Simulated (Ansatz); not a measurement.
Na2FeF4 (space group P2_1/c, No. 14). Coordinates: a model structure set up as the input of an electronic-structure calculation (not necessarily at equilibrium).

Space group P2_1/c (No. 14). a = 3.315 Å, b = 9.454 Å, c = 5.608 Å, α = 90.00°, β = 92.85°, γ = 90.00°
```csv
atom,site,symmetry,x,y,z
Fe,2a,-1,0.0000,0.0000,0.0000
Na,4e,1,0.5128,0.1826,0.4272
F,4e,1,0.5627,0.4507,0.2619
F,4e,1,0.0061,0.1922,0.1367
```

Describe how the polyhedra about Fe are linked (bonds: F–Fe below 2.2 Å).

Fe: FeF4 square. The squares are isolated from each other. Their corner atoms also have Na as close neighbours (those links are not drawn).

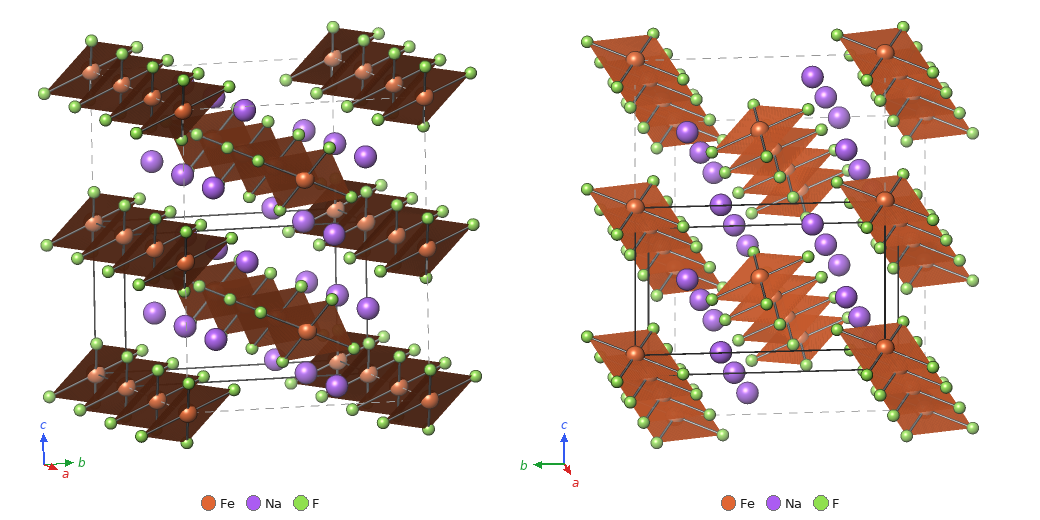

Polyhedra are drawn about Fe (bonds: F–Fe below 2.2 Å); other atoms are plain spheres. Two views of the same piece.
